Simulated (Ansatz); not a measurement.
The starting structures come from a database of crystals and need not be the phases stable at ambient conditions.

 Where the default PAW files enter, the runs use the earlier of Ansatz's two default sets.

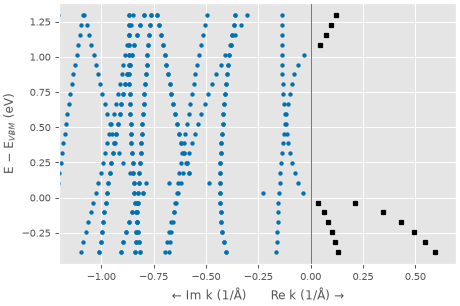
Figure. Complex bands at the centre of the two-dimensional zone; Ansatz (a program for electronic structure) with r2SCAN

The gap is the functional's own, uncorrected, and κ follows it; spin-orbit coupling is left out. Mid-gap values are interpolated between the computed energies.

Task: This is SrZnAsF (P4/nmm, not sure to be the ambient phase, 8 atoms a cell, 19.8 Å³ an atom, -2 GPa at this level) along the normal of (100). Read off the slowest decay at the centre of the two-dimensional zone at 0.53 eV, the computed energy nearest the middle of the gap.

Result: κ ≈ 0.12 1/Å, a decay length 1/(2κ) of the density of 4.2 Å.
